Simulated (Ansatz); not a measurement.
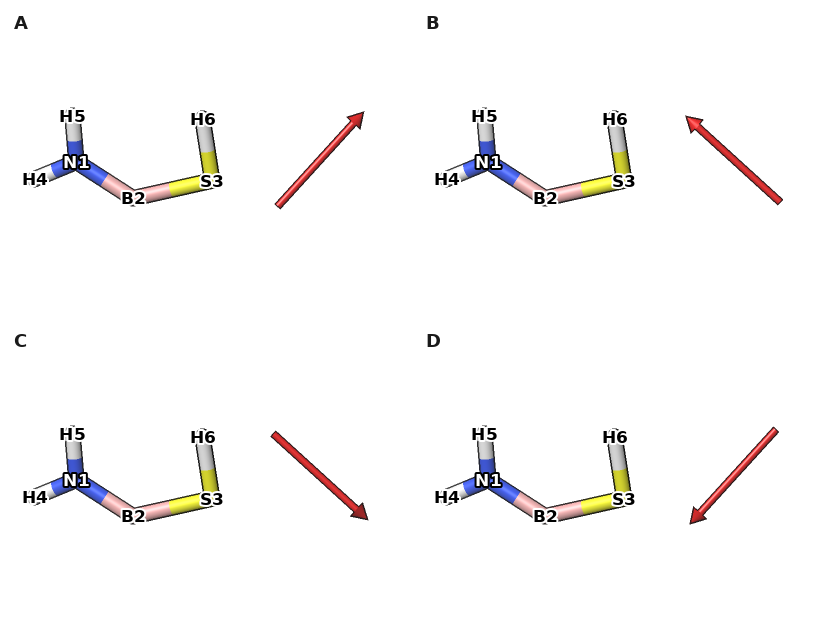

The same molecule four times, each with an arrow. The species is neutral and a spin doublet. Computed geometry: PBE0-D4/def2-TZVP optimisation. No frequency run is at hand to confirm it as a minimum. Level of theory: UKS PBE0-D4/def2-TZVP (Ansatz 0.2.0).

Question: Which arrow points along the dipole moment, from the negative to the positive end?

Answer: B. The dipole moment is 2.93 D; it points from the side of S3 to the side of H5 (the outermost atoms at the two ends).
